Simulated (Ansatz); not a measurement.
The calculation's input:

```
crystal:
  periodic: [false, false, false]
  atoms:
    - {symbol: C, position_ang: [0.165040, 1.760091, 0.580947]}
    - {symbol: B, position_ang: [-0.941081, 0.791901, 0.106881]}
    - {symbol: C, position_ang: [-0.861770, -0.704935, -0.285948]}
    - {symbol: C, position_ang: [0.527060, -1.341008, -0.372633]}
    - {symbol: H, position_ang: [0.637117, 2.132058, -0.342570]}
    - {symbol: H, position_ang: [-0.187746, 2.638261, 1.123639]}
    - {symbol: H, position_ang: [0.963575, 1.272033, 1.154280]}
    - {symbol: H, position_ang: [-1.424536, -0.866182, -1.214005]}
    - {symbol: H, position_ang: [-1.472934, -1.224713, 0.469804]}
    - {symbol: H, position_ang: [1.066358, -1.249910, 0.573283]}
    - {symbol: H, position_ang: [1.135703, -0.858239, -1.141226]}
    - {symbol: H, position_ang: [0.470217, -2.404557, -0.618554]}
basis:
  gaussian: {orbitals: def2-TZVPP}
magnetization: {spin_polarized: true, initial_magnetization: 1}
hamiltonian: {xc: pbe0, dispersion: d4}
output: {orbitals: {seedname: orbitals}}
```

Command:

```sh
ansatz run in.yaml --threads 2 --pin off --events-out ev --progress --plain --max-ram 32768MiB --backend cpu
```

Geometry: PBE0-D4/def2-TZVP.

Method: UKS PBE0-D4/def2-TZVPP (Ansatz).

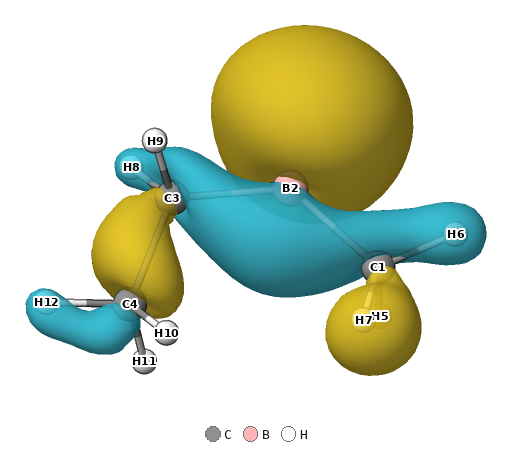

C3H8B (doublet). The HOMO (α) at ±0.1 Å⁻³ᐟ² (yellow and cyan are the two phases), seen at a tilt.

**Describe this orbital and give its energy.**

Its weight (Hirshfeld) is mainly on B2 (about 70 %), C1 (about 10 %) and C3 (about 10 %). Its energy is −4.89 eV.
